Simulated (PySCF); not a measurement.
Ge5H10O5 (cyclo-(H2GeO)5)

```json
{"atom": "Ge", "x (Å)": "1.5534", "y (Å)": "-0.6671", "z (Å)": "1.6140"}
{"atom": "H", "x (Å)": "0.2564", "y (Å)": "-1.0885", "z (Å)": "2.3143"}
{"atom": "H", "x (Å)": "2.8258", "y (Å)": "-0.8057", "z (Å)": "2.4603"}
{"atom": "O", "x (Å)": "1.7682", "y (Å)": "-1.6751", "z (Å)": "0.1693"}
{"atom": "Ge", "x (Å)": "1.6149", "y (Å)": "-1.2764", "z (Å)": "-1.5454"}
{"atom": "H", "x (Å)": "1.7413", "y (Å)": "-2.6102", "z (Å)": "-2.2958"}
{"atom": "H", "x (Å)": "2.6132", "y (Å)": "-0.1890", "z (Å)": "-1.9644"}
{"atom": "O", "x (Å)": "0.0079", "y (Å)": "-0.5710", "z (Å)": "-1.8158"}
{"atom": "Ge", "x (Å)": "-1.5877", "y (Å)": "-1.1587", "z (Å)": "-1.3184"}
{"atom": "H", "x (Å)": "-2.6050", "y (Å)": "-0.4294", "z (Å)": "-2.2083"}
{"atom": "H", "x (Å)": "-1.6364", "y (Å)": "-2.6926", "z (Å)": "-1.3721"}
{"atom": "O", "x (Å)": "-1.8261", "y (Å)": "-0.7222", "z (Å)": "0.3823"}
{"atom": "Ge", "x (Å)": "-2.1989", "y (Å)": "0.8567", "z (Å)": "1.1014"}
{"atom": "H", "x (Å)": "-3.6288", "y (Å)": "1.2778", "z (Å)": "0.7320"}
{"atom": "H", "x (Å)": "-1.9287", "y (Å)": "0.6995", "z (Å)": "2.6040"}
{"atom": "O", "x (Å)": "-1.1404", "y (Å)": "2.0706", "z (Å)": "0.3822"}
{"atom": "Ge", "x (Å)": "0.6119", "y (Å)": "2.2540", "z (Å)": "0.1953"}
{"atom": "H", "x (Å)": "0.9901", "y (Å)": "3.6060", "z (Å)": "0.8159"}
{"atom": "H", "x (Å)": "0.9617", "y (Å)": "2.1042", "z (Å)": "-1.2895"}
{"atom": "O", "x (Å)": "1.4698", "y (Å)": "1.0312", "z (Å)": "1.1380"}
```

Geometry: PBE0-D3(BJ)/def2-SVP.

These are results of wB97X-D/def2-SVPD, SCF density, gas phase (PySCF), not measurements.

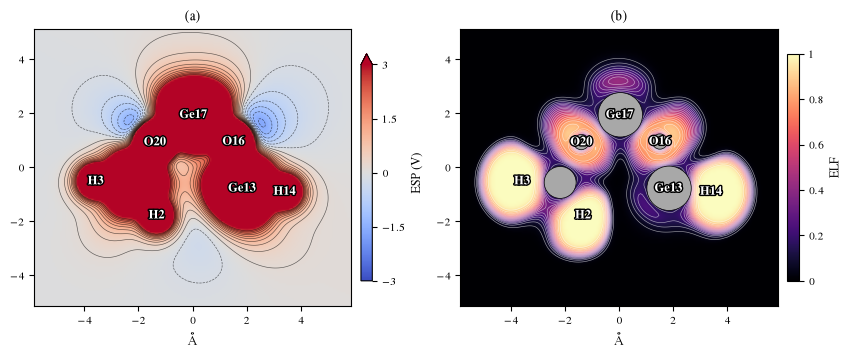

Figure 1. (a) molecular electrostatic potential; (b) ELF on the plane of atoms H14, Ge13 and O16. Grey discs cover the atomic cores in the ELF map.

### Interpret the plot.

The plane passes through H, Ge and O nuclei. Ge–O (1.76 Å): the ELF peaks at about 0.85 in the valence shell of O, 0.6 Å from its nucleus, and is about 0.30 at the midpoint. Ge–H (1.54 Å): the ELF climbs to about 1 towards the hydrogen. The ELF also peaks beside O20 and O16, away from the bonds: lone-pair regions. Outside the dense part of the molecule the potential is most negative (−1.6 V) near O16.

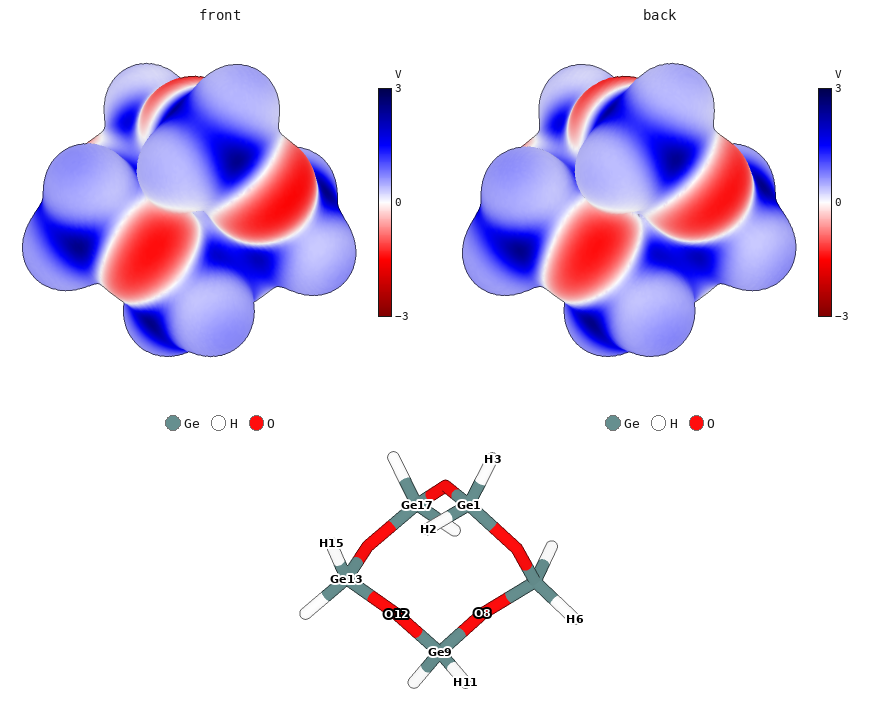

Figure 2. The electrostatic potential painted on the density surface at 0.004 e/bohr³, seen from the front and from behind; red is negative and blue positive. The bare structure is drawn below in the same view.

### Describe the electrostatic potential map.

The most negative region (about −1.4 V, or −32 kcal/mol for a unit charge) lies over O4, O8, O12 and O16, the most positive (about +2.4 V, or +55 kcal/mol for a unit charge) over the Ge atoms.

### How polar is the molecule by this calculation?

Its dipole moment is 0.70 D.
